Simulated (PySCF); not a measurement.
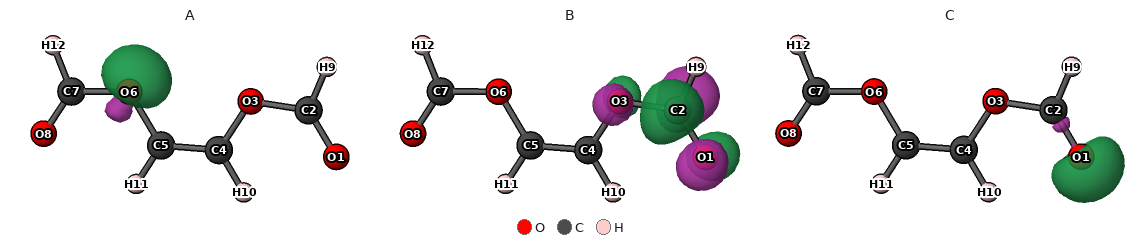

Figure 1: C4H4O4, SMILES `O=CO/C=C\OC=O`. Intrinsic bond orbitals (IBO), occupied and valence-virtual; each surface holds about 80 % of the orbital's density. Energies are diagonal elements of the Fock matrix.

Level of theory: PBE0/def2-SVPD (PySCF), at a geometry from GFN2-xTB. No frequency check shows the geometry to be a minimum.

Input

```python
import numpy as np
from pyscf import gto, scf, dft, lo
from pyscf.data.elements import chemcore

def solve(mol, dm0=None, hcore=None):
    mf = (dft.UKS if mol.spin else dft.RKS)(mol, xc='pbe0')
    mf.grids.level = 3
    mf = mf.density_fit(auxbasis='def2-universal-jkfit')
    mf.conv_tol, mf.max_cycle = 1e-8, 80
    if hcore is not None:
        mf.get_hcore = lambda *args: hcore
    mf.kernel(dm0)
    if not mf.converged:
        mf = mf.newton().run(mf.mo_coeff, mf.mo_occ, max_cycle=30)
    assert mf.converged, 'SCF not converged'
    return mf

mol = gto.M(atom='''
O      3.36601    -0.51994     0.00000
C      2.72651     0.48723     0.00000
O      1.39711     0.58551     0.00000
C      0.66350    -0.57645     0.00000
C     -0.66350    -0.57645     0.00000
O     -1.39711     0.58551     0.00000
C     -2.72651     0.48723     0.00000
O     -3.36601    -0.51994     0.00000
H      3.14674     1.50470     0.00000
H      1.23582    -1.49392     0.00000
H     -1.23582    -1.49392     0.00000
H     -3.14674     1.50470     0.00000
''', basis='def2-svpd', charge=0, spin=0, verbose=4)
mf = solve(mol)
occ_all = mf.mo_coeff[:, mf.mo_occ > 0]
occ = occ_all[:, chemcore(mol):]
loc = lo.ibo.ibo(mol, occ, iaos=lo.iao.iao(mol, occ_all))
fock, s = mf.get_fock(), mf.get_ovlp()
ortho = lo.orth_ao(mol, 'meta_lowdin')
ortho = lo.vec_lowdin(lo.iao.iao(mol, occ_all), s)
labels = lo.iao.reference_mol(mol).ao_labels(fmt=None)
vir = lo.vvo.livvo(mol, occ_all, mf.mo_coeff[:, mf.mo_occ == 0])
both = np.hstack([loc, vir])
p = (ortho.T @ s @ both) ** 2
pop = np.array([p[[l[0] == a for l in labels]].sum(0) for a in range(mol.natm)])
spd = np.array([[p[[l[0] == a and l[2][-1] == k for l in labels]].sum(0) for k in 'spd'] for a in range(mol.natm)])
eps = np.einsum('pi,pq,qi->i', both, fock, both)
for i in np.argsort(eps):
    top = np.argsort(-pop[:, i])[:3]
    print('%3d %s %9.4f Eh ' % (i + 1, 'occ' if i < loc.shape[1] else 'vir', eps[i]), '  '.join('%s%d %.3f' % (mol.atom_symbol(a), a + 1, pop[a, i]) for a in top))
np.savez('result.npz', c=both, nocc=loc.shape[1], pop=pop, spd=spd, eps=eps, e=mf.e_tot)
```

Launched as:

```sh
OMP_NUM_THREADS=1 python input.py
```

The run took 67 s on 1 thread of Intel(R) Xeon(R) Processor @ 2.50GHz (Skylake/Cascade Lake) (shared host), peak memory 0.8 GiB.

**Name the orbitals, with their atomic make-up and energies.**

By panel:
- A: lone pair on O6 (sp1.9-type) (O6 98 %; −15.1 eV)
- B: π* orbital C2–O1 (C2 59 %, O1 30 %, O3 10 %; 0.2 eV)
- C: lone pair on O1 (sp0.8-type) (O1 100 %; −16.1 eV)

**Which has the smallest and which the largest spatial spread?**

Smallest: C (0.68 Å); largest: B (1.18 Å).

**How do all the valence pairs divide up?**

22 pairs: 11 σ bonds, 6 lone pairs, 3 two-centre π bonds and 2 strongly polarised pairs.
